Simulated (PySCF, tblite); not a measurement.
# C3H14FNSi3: geometry, infrared bands and NMR shifts

Aim: predict the infrared bands and NMR shifts of C3H14FNSi3 (`NCC[Si]([SiH3])([SiH3])CF`).

Computed with tblite 0.8.0 and PySCF 2.14.0, with density-fitted response routines of our own, on a single molecule in the gas phase. Atoms count from 0, in the outputs and in this text.

### Step 1. Starting geometry

22 atoms, charge 0, multiplicity 1; geometry from: force field or distance geometry start.

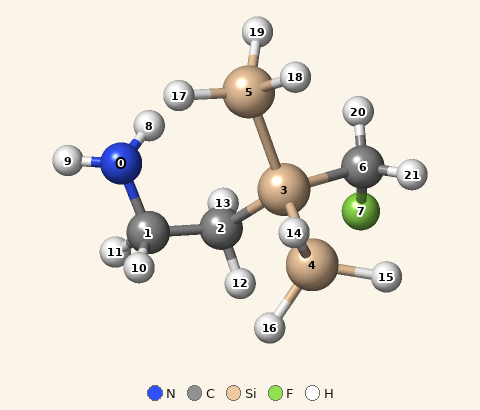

The starting geometry (nitrogen blue, carbon grey, silicon light orange, fluorine green, hydrogen white), atoms numbered.

### Step 2. Optimising the geometry with GFN2-xTB

The job: settings as JSON, then the geometry in Å.

```
{"job": {"kind": "relax", "xc": "GFN2-xTB", "basis": "xTB"}, "charge": 0, "multiplicity": 1}
N      2.388000    -0.146900     0.748500
C      1.951300     0.961500    -0.081100
C      0.877500     0.526200    -0.996000
Si    -0.665100    -0.102400    -0.204900
Si    -1.919000     1.579400     0.593200
Si    -0.340400    -1.541700     1.450600
C     -1.586300    -1.029200    -1.564300
F     -1.150300    -0.476900    -2.752700
H      2.168300    -1.067900     0.272100
H      3.386500    -0.064600     1.012400
H      1.717800     1.845100     0.540900
H      2.856200     1.222600    -0.690900
H      0.542200     1.443800    -1.572300
H      1.292300    -0.182200    -1.765700
H     -2.089800     1.356100     2.015900
H     -3.187700     1.532600    -0.100200
H     -1.179200     2.839500     0.405600
H      0.628000    -1.098500     2.460200
H     -1.619000    -1.684900     2.203600
H     -0.053900    -2.885800     0.935800
H     -1.336600    -2.094000    -1.447300
H     -2.691200    -0.912600    -1.464200
```

On the command line:

```console
$ OMP_NUM_THREADS=1 python probes_run.py task.json out
```

One launch serves the whole session: the jobs run in the order shown.

The log of the run:

```text
step      E/eV     max force
  0    -716.12968    2.629
  1    -716.41554    1.125
  2    -716.54159    0.755
  3    -716.64794    0.720
  4    -716.72476    0.447
  5    -716.76234    0.526
  6    -716.80324    0.536
  7    -716.84047    0.473
  8    -716.87678    0.441
  9    -716.90761    0.386
 10    -716.92946    0.363
 11    -716.94273    0.328
 12    -716.95313    0.334
 13    -716.96240    0.265
 14    -716.96920    0.197
 15    -716.97419    0.199
 16    -716.97910    0.275
 17    -716.98559    0.328
 18    -716.99331    0.252
 19    -717.00079    0.204
 20    -717.00729    0.209
 21    -717.01353    0.216
 22    -717.01963    0.232
 23    -717.02536    0.155
 24    -717.03080    0.154
 25    -717.03622    0.142
 26    -717.04197    0.148
 27    -717.04688    0.127
 28    -717.04746    0.353
 29    -717.05046    0.094
 30    -717.05142    0.076
 31    -717.05373    0.072
 32    -717.05552    0.116
 33    -717.05789    0.103
 34    -717.06011    0.103
 35    -717.06185    0.095
 36    -717.06342    0.084
 37    -717.06523    0.089
 38    -717.06710    0.113
 39    -717.06899    0.115
 40    -717.07109    0.110
 41    -717.07360    0.123
 42    -717.07599    0.117
 43    -717.07799    0.106
 44    -717.08031    0.121
 45    -717.08332    0.168
 46    -717.08744    0.218
 47    -717.09282    0.240
 48    -717.09966    0.228
 49    -717.10815    0.228
 50    -717.11836    0.296
 51    -717.12142    0.450
 52    -717.13068    0.374
 53    -717.13819    0.198
 54    -717.14213    0.136
 55    -717.14544    0.172
 56    -717.14818    0.196
 57    -717.15113    0.154
 58    -717.15320    0.081
 59    -717.15432    0.073
 60    -717.15539    0.082
 61    -717.15631    0.078
 62    -717.15721    0.071
 63    -717.15810    0.064
 64    -717.15890    0.058
 65    -717.15951    0.060
 66    -717.16009    0.063
 67    -717.16068    0.051
 68    -717.16126    0.064
 69    -717.16182    0.060
 70    -717.16236    0.060
 71    -717.16284    0.044
 72    -717.16322    0.043
 73    -717.16351    0.039
 74    -717.16373    0.030
 75    -717.16395    0.034
 76    -717.16416    0.032
 77    -717.16439    0.037
 78    -717.16465    0.041
 79    -717.16496    0.042
 80    -717.16529    0.037
 81    -717.16562    0.036
 82    -717.16592    0.039
 83    -717.16618    0.038
 84    -717.16642    0.029
 85    -717.16662    0.032
 86    -717.16680    0.029
 87    -717.16697    0.032
 88    -717.16716    0.027
 89    -717.16736    0.028
 90    -717.16754    0.030
 91    -717.16768    0.021
 92    -717.16777    0.018
 93    -717.16785    0.020
 94    -717.16793    0.021
 95    -717.16803    0.025
 96    -717.16813    0.032
 97    -717.16824    0.025
 98    -717.16834    0.020
 99    -717.16843    0.018
100    -717.16849    0.027
101    -717.16857    0.030
102    -717.16864    0.023
103    -717.16871    0.014
104    -717.16876    0.015
105    -717.16882    0.019
106    -717.16887    0.024
107    -717.16894    0.022
108    -717.16901    0.018
109    -717.16907    0.020
110    -717.16913    0.018
111    -717.16919    0.018
112    -717.16928    0.022
113    -717.16940    0.024
114    -717.16951    0.020
115    -717.16960    0.019
116    -717.16965    0.016
117    -717.16969    0.020
118    -717.16975    0.021
119    -717.16981    0.021
120    -717.16986    0.018
121    -717.16988    0.018
122    -717.16990    0.011
123    -717.16992    0.008
```

Run time: 2.2 s. Hardware: 1 thread of Arm Neoverse N1, shared host; peak memory 0.18 GiB.

Step by step: (not every step is listed)

| step | energy from step 0 (eV) | largest force (eV/Å) |
| --- | --- | --- |
| 0 | 0.0000 | 2.6290 |
| 1 | -0.2859 | 1.1251 |
| 2 | -0.4119 | 0.7546 |
| 3 | -0.5183 | 0.7202 |
| 4 | -0.5951 | 0.4473 |
| 5 | -0.6327 | 0.5257 |
| 6 | -0.6736 | 0.5363 |
| 7 | -0.7108 | 0.4727 |
| 8 | -0.7471 | 0.4412 |
| 19 | -0.8711 | 0.2036 |
| 30 | -0.9217 | 0.0764 |
| 41 | -0.9439 | 0.1230 |
| 52 | -1.0010 | 0.3738 |
| 63 | -1.0284 | 0.0635 |
| 74 | -1.0340 | 0.0297 |
| 85 | -1.0369 | 0.0324 |
| 96 | -1.0385 | 0.0315 |
| 107 | -1.0393 | 0.0216 |
| 118 | -1.0401 | 0.0209 |
| 119 | -1.0401 | 0.0212 |
| 120 | -1.0402 | 0.0178 |
| 121 | -1.0402 | 0.0178 |
| 122 | -1.0402 | 0.0107 |
| 123 | -1.0402 | 0.0082 |

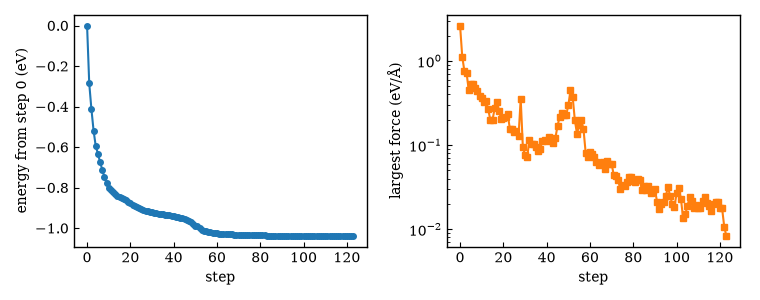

Energy and largest force along the relaxation.

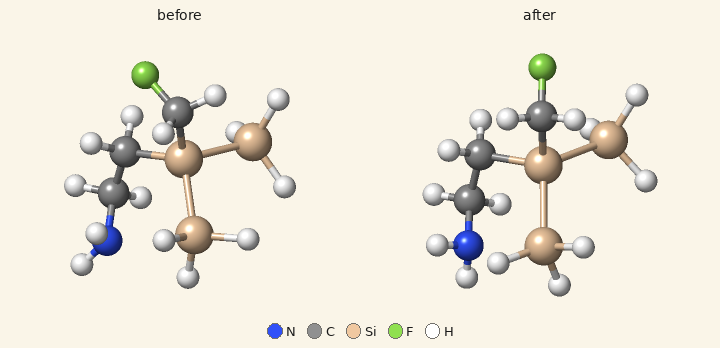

The geometry before (left) and after (right).

Close pairs (by a distance rule), those that changed most:

| bond | before (Å) | after (Å) | change (Å) |
| --- | --- | --- | --- |
| Si3–Si5 | 2.218 | 2.329 | +0.112 |
| Si3–Si4 | 2.244 | 2.339 | +0.094 |
| C2–Si3 | 1.844 | 1.925 | +0.081 |
| Si3–C6 | 1.886 | 1.941 | +0.055 |
| N0–H8 | 1.060 | 1.014 | -0.046 |
| C1–C2 | 1.476 | 1.521 | +0.045 |
| C2–H12 | 1.134 | 1.090 | -0.044 |
| C2–H13 | 1.125 | 1.092 | -0.033 |

The next job starts from the end point, and lists it.

### Step 3. Infrared spectrum with GFN2-xTB

The job: settings as JSON, then the geometry in Å.

```
{"job": {"kind": "ir", "xc": "GFN2-xTB", "basis": "xTB"}, "charge": 0, "multiplicity": 1}
N      2.223092    -0.337947     0.755112
C      1.965067     0.823264    -0.085756
C      0.885666     0.465363    -1.096399
Si    -0.694727    -0.094764    -0.151212
Si    -1.888443     1.823772     0.451442
Si    -0.094893    -1.655162     1.470994
C     -1.743388    -1.006706    -1.506116
F     -2.149617    -0.112688    -2.482627
H      2.677263    -1.063864     0.211373
H      2.830689    -0.105735     1.532363
H      1.607501     1.629617     0.561520
H      2.874225     1.182753    -0.596479
H      0.690677     1.326490    -1.736119
H      1.259893    -0.329551    -1.745174
H     -2.171870     1.806270     1.892865
H     -3.178234     1.988400    -0.221310
H     -1.132515     3.060600     0.207189
H      0.360970    -1.033164     2.712337
H     -1.318070    -2.394030     1.856210
H      0.839832    -2.716954     1.089224
H     -1.196309    -1.796462    -2.027351
H     -2.657218    -1.440116    -1.092938
```

The log of the run:

```text
mode    cm-1     km/mol
  1     -15.6      0.08
  2      32.2      0.44
  3      47.6      4.97
  4      82.8      4.04
  5      88.9      1.62
  6     110.2      2.03
  7     126.1     10.92
  8     159.4      2.07
  9     173.5     10.79
 10     235.9      8.05
 11     251.8      7.65
 12     288.4     23.59
 13     344.0     16.67
 14     368.8     20.84
 15     417.1      4.44
 16     425.8     14.77
 17     441.4      5.45
 18     460.2     29.11
 19     489.4     36.09
 20     508.9     10.76
 21     647.1     16.62
 22     670.1     14.11
 23     735.6    298.49
 24     744.6    601.59
 25     773.6    131.78
 26     785.4    209.25
 27     811.9    138.54
 28     816.6     71.29
 29     837.9    344.74
 30     868.3    133.70
 31     920.0     80.31
 32     969.2      7.12
 33    1008.8     18.59
 34    1009.5    118.23
 35    1036.4      7.56
 36    1130.8      8.89
 37    1204.2     37.88
 38    1207.7     12.83
 39    1254.6      7.18
 40    1272.0      3.57
 41    1293.2      4.71
 42    1357.8     12.07
 43    1456.7      1.18
 44    1474.7      3.45
 45    1501.7      0.63
 46    1552.5     36.52
 47    2104.1    344.53
 48    2193.2    343.25
 49    2202.4    198.08
 50    2216.2    278.55
 51    2248.5    143.42
 52    2254.0    406.93
 53    2827.4    124.09
 54    2942.3     35.07
 55    2953.2      3.35
 56    2955.2     29.60
 57    2963.0     85.64
 58    2985.8     22.05
 59    3395.1      4.40
 60    3423.9      1.26
```

Wall time 2 s (1 thread of Arm Neoverse N1, shared host); peak memory 0.18 GiB.

The strongest bands and the atoms that carry them (share of the mass-weighted mode):

```csv
cm⁻¹,km/mol,atoms
736,298.5,"H21 22 %, H20 21 %, C6 16 %, Si3 12 %"
745,601.6,"H17 18 %, H19 16 %, H12 10 %"
785,209.2,"H15 23 %, H16 20 %, H14 19 %, H17 13 %"
838,344.7,"H17 40 %, H18 32 %, H19 18 %"
2104,344.5,H18 95 %
2193,343.2,H16 93 %
2216,278.6,H19 93 %
2254,406.9,"H17 81 %, H15 15 %"
```

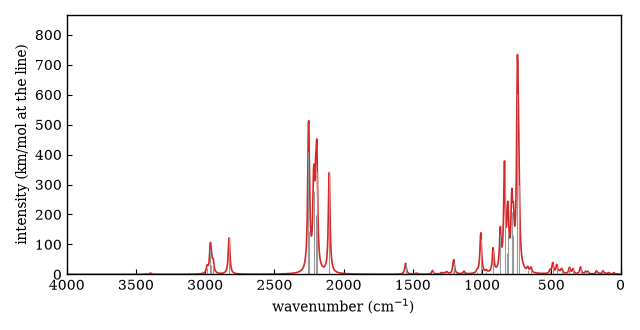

The infrared spectrum from these modes, unscaled. Lines are broadened to a width of 14 cm⁻¹ (Lorentzian).

### Step 4. Nuclear shieldings: PBE0/pcSseg-1

Settings changed since step 3:

```diff
@@ -1,2 +1,2 @@
-{"job": {"kind": "ir", "xc": "GFN2-xTB", "basis": "xTB"}, "charge": 0, "multiplicity": 1}
+{"job": {"kind": "nmr", "xc": "PBE0", "basis": "pcSseg-1"}, "charge": 0, "multiplicity": 1}
 N      2.223092    -0.337947     0.755112
```

Method: GIAO PBE0/pcSseg-1 NMR shielding, non-relativistic, gas phase.

The log of the run:

```text
coarse grid: 18960 points
cycle   1  E = -1144.9513605520  dE =  3.438e-01  |g| = 5.569e-01  |ddm| = 4.048e+00
cycle   2  E = -1144.9142069400  dE =  3.715e-02  |g| = 7.400e-01  |ddm| = 1.089e+00
cycle   3  E = -1145.0133267811  dE = -9.912e-02  |g| = 6.237e-02  |ddm| = 6.834e-01
cycle   4  E = -1145.0139779305  dE = -6.511e-04  |g| = 2.572e-02  |ddm| = 7.205e-02
cycle   5  E = -1145.0141170239  dE = -1.391e-04  |g| = 7.244e-03  |ddm| = 2.606e-02
cycle   6  E = -1145.0141294129  dE = -1.239e-05  |g| = 1.633e-03  |ddm| = 1.067e-02
cycle   7  E = -1145.0141300456  dE = -6.327e-07  |g| = 3.999e-04  |ddm| = 2.358e-03
final grid: 167208 points
cycle   8  E = -1145.0629948635  dE = -3.796e-05  |g| = 8.661e-03  |ddm| = 3.128e-02
cycle   9  E = -1145.0629831060  dE =  1.176e-05  |g| = 1.136e-02  |ddm| = 1.819e-02
cycle  10  E = -1145.0630124813  dE = -2.938e-05  |g| = 8.545e-04  |ddm| = 1.050e-02
cycle  11  E = -1145.0630125981  dE = -1.167e-07  |g| = 2.813e-04  |ddm| = 1.019e-03
cycle  12  E = -1145.0630126115  dE = -1.338e-08  |g| = 5.252e-05  |ddm| = 2.774e-04
cycle  13  E = -1145.0630126120  dE = -5.825e-10  |g| = 2.020e-05  |ddm| = 9.376e-05
converged SCF energy = -1145.0630126120

GIAO shielding tensors (ppm)
atom      isotropic    diamagn.    paramagn.     s11        s22        s33       span
  0 N      204.331     316.975    -112.644    188.394    207.863    216.736     28.342
  1 C      144.314     246.548    -102.234    124.770    144.482    163.690     38.920
  2 C      164.132     252.477     -88.344    157.296    160.322    174.779     17.483
  3 Si     398.855     880.929    -482.074    374.362    400.091    422.112     47.750
  4 Si     463.209     880.293    -417.084    440.002    465.306    484.318     44.316
  5 Si     471.402     878.993    -407.591    449.325    472.884    491.998     42.674
  6 C      103.164     248.359    -145.195     51.737     85.869    171.886    120.148
  7 F      453.560     473.703     -20.144    395.477    475.661    489.541     94.064
  8 H       31.594      32.140      -0.546     26.500     29.288     38.995     12.495
  9 H       30.565      30.722      -0.157     24.420     27.282     39.994     15.574
 10 H       29.244      31.540      -2.296     25.258     28.584     33.889      8.631
 11 H       28.028      28.908      -0.880     21.655     26.953     35.477     13.822
 12 H       30.158      32.331      -2.173     25.531     28.699     36.242     10.711
 13 H       30.734      33.131      -2.397     26.412     29.303     36.486     10.074
 14 H       28.188      28.831      -0.644     24.326     26.302     33.935      9.609
 15 H       27.929      28.725      -0.796     23.957     26.091     33.738      9.781
 16 H       28.249      29.139      -0.890     24.399     26.858     33.490      9.091
 17 H       27.998      29.600      -1.603     24.575     26.630     32.788      8.212
 18 H       28.244      29.107      -0.863     23.866     25.919     34.947     11.081
 19 H       28.101      29.835      -1.734     24.119     27.386     32.798      8.679
 20 H       26.638      30.570      -3.933     21.587     28.055     30.272      8.685
 21 H       26.727      29.842      -3.115     21.625     27.939     30.617      8.992
```

Wall time 98 s (1 thread of Arm Neoverse N1, shared host); peak memory 1.1 GiB.

Shifts follow as δ = σ(reference) − σ, with reference shieldings (ppm) from runs at the same level and on the same kind of geometry: 1H TMS 31.72, 13C TMS 186.9, 29Si TMS 349.2, 19F CFCl3 170.9, 15N NH3 267.7. The references are single molecules in the gas phase, so shifts against H2O, NH3, PH3, H3PO4 or CFCl3 are not on the usual liquid scales and can be off by tens of ppm. Atoms listed in one row are averaged.

```csv
atoms,environment,σ (ppm),δ (ppm),δ scaled to CDCl3
C6,sp3 CH2 bonded to F and Si,103.2,83.8,79.8
C1,sp3 CH2 bonded to N,144.3,42.6,39.7
C2,sp3 CH2 bonded to Si,164.1,22.8,20.3
"H20, H21",hydrogen on an sp3 CH2 bonded to F and Si,26.68,5.03,4.85
"H14, H15, H16, H17, H18, H19",hydrogen on a silicon bonded to Si,28.12,3.60,–
"H10, H11",hydrogen on an sp3 CH2 bonded to N,28.64,3.08,3.01
"H12, H13",hydrogen on an sp3 CH2 bonded to Si,30.45,1.27,1.30
"H8, H9",hydrogen on an amine nitrogen,31.08,0.64,–
N0,amine nitrogen,204.3,63.4,–
Si3,"silicon bonded to 2 C, 2 Si",398.9,-49.7,–
"Si4, Si5","silicon bonded to Si, 3 H",467.3,-118.1,–
F7,fluorine on an sp3 carbon,453.6,-282.6,–
```

The scaled column applies a straight-line fit of computed shieldings to shifts measured in CDCl3, and one for carbons that bear F (root-mean-square error 0.16 ppm for H, 1.9 ppm for C).

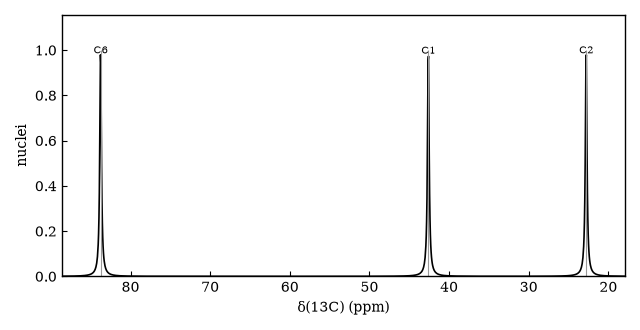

13C lines at the computed shifts, without couplings. Lines are broadened to a width of 0.24 ppm (Lorentzian).

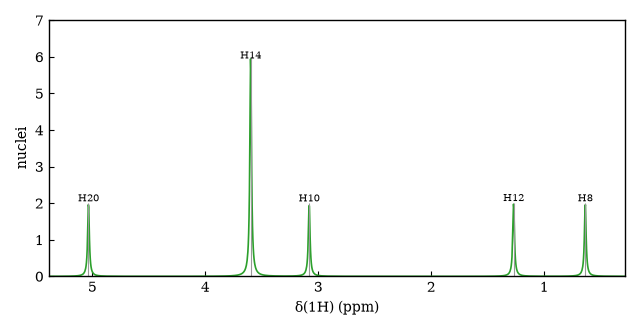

1H lines at the computed shifts, without couplings. Lines are broadened to a width of 0.02 ppm (Lorentzian).

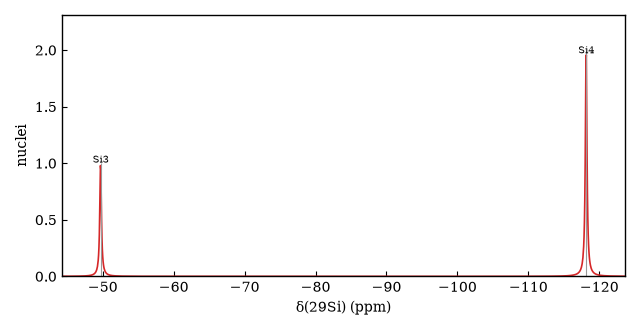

29Si lines at the computed shifts, without couplings. Lines are broadened to a width of 0.27 ppm (Lorentzian).

The run also stored atomic charges by several schemes (e):

```csv
atoms,Mulliken,IAO,Hirshfeld,ESP fit
N0,-0.48,-0.55,-0.18,-0.53
C1,-0.08,-0.14,-0.02,0.12
C2,-0.49,-0.51,-0.16,-0.27
Si3,0.15,0.45,0.21,0.27
"Si4, Si5",0.30,0.30,0.19,0.19
C6,-0.10,-0.21,-0.07,-0.17
F7,-0.35,-0.33,-0.13,-0.22
```

Mulliken charges:

N0 -0.48; C1 -0.08; C2 -0.49; Si3 0.15; Si4 0.28; Si5 0.33; C6 -0.10; F7 -0.35; H8 0.19; H9 0.19; H10 0.13; H11 0.12; H12 0.15; H13 0.13; H14 -0.06; H15 -0.04; H16 -0.07; H17 -0.07; H18 -0.10; H19 -0.08; H20 0.12; H21 0.13

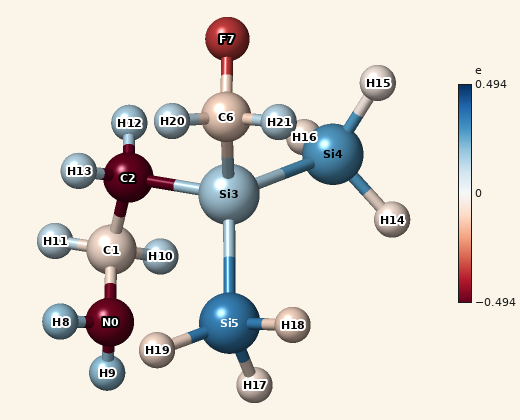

Mulliken charges, as colours on the atoms.

Mayer bond orders: N0–C1 0.99, C1–C2 1.03, C2–Si3 0.89, Si3–Si4 0.89, Si3–Si5 0.89, Si3–C6 0.89, C6–F7 0.83.

Orbitals, density, ELF and potential are computed afterwards from the orbital file.

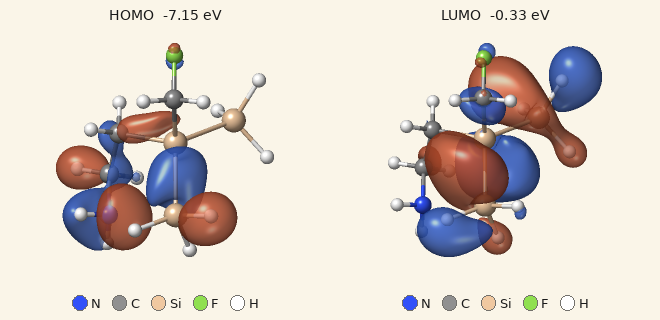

Frontier orbitals at PBE0/pcSseg-1; each surface holds 70 % of the orbital's density, blue and red mark the sign.

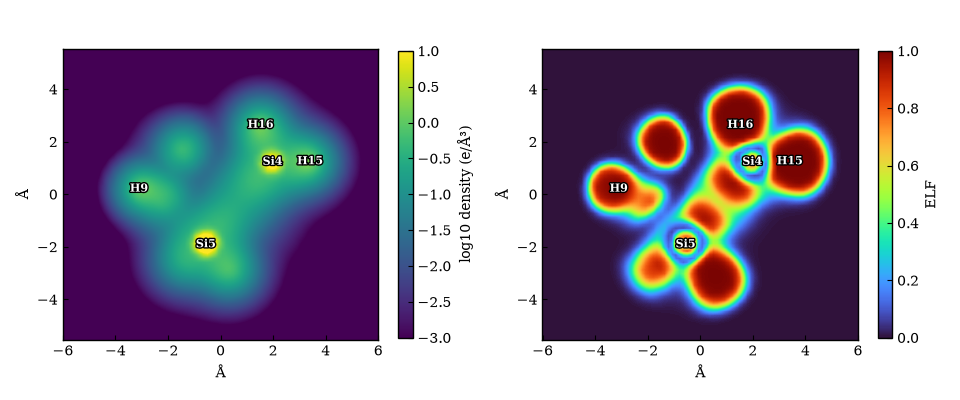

Density (left) and ELF (right) in a plane through or near 5 of the atoms.

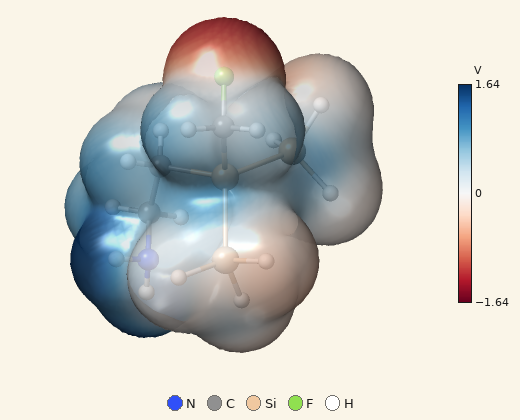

Electrostatic potential on the surface of density 0.002 e/bohr³; red is low, blue high. It runs, from the 1st to the 99th percentile, from -1.17 V near F7 to 1.64 V near H9.

### Step 5. Results

| quantity | value |
| --- | --- |
| strongest single infrared mode (GFN2-xTB) | 745 cm⁻¹, 602 km/mol |
| zero-point energy (GFN2-xTB) | 100.2 kcal/mol |
| 13C shifts against TMS (PBE0/pcSseg-1) | 83.8, 42.6, 22.8 ppm |
| 1H shifts against TMS (PBE0/pcSseg-1, means over atoms taken as alike) | 5.03, 3.60, 3.08, 1.27, 0.64 ppm |
| 15N shifts against NH3 (PBE0/pcSseg-1) | 63.4 ppm |
| 29Si shifts against TMS (PBE0/pcSseg-1, means over atoms taken as alike) | -49.7, -118.1 ppm |
| 19F shifts against CFCl3 (PBE0/pcSseg-1) | -282.6 ppm |
| surface potential, 1st and 99th percentile | -1.17 V and 1.64 V |

The optimisation took 123 steps and gained 1.040 eV; among the close pairs (by a distance rule), Si3–Si5 changed most, from 2.218 to 2.329 Å. The lowest mode is slightly imaginary (16i cm⁻¹), a soft motion within the noise of the Hessian, so the minimum is not strictly shown. The strongest single mode, at 745 cm⁻¹, is spread over many atoms; the largest shares are those of H17, H19. GFN2-xTB is a fitted tight-binding method: band positions and strengths are rough. Its intensities can rank the bands wrongly. H20, H21 (mean) (hydrogen on an sp3 CH2 bonded to F and Si) lies farthest downfield among hydrogen, at 5.03 ppm; its carbon carries F, hence the downfield position. At PBE0/pcSseg-1: The widest tensor belongs to C6: span 120 ppm, with a paramagnetic part of -145 ppm. By nearest atom (PBE0/pcSseg-1), the HOMO sits on N0 38 %; H18 13 % and the LUMO on Si3 23 %; Si4 14 %.
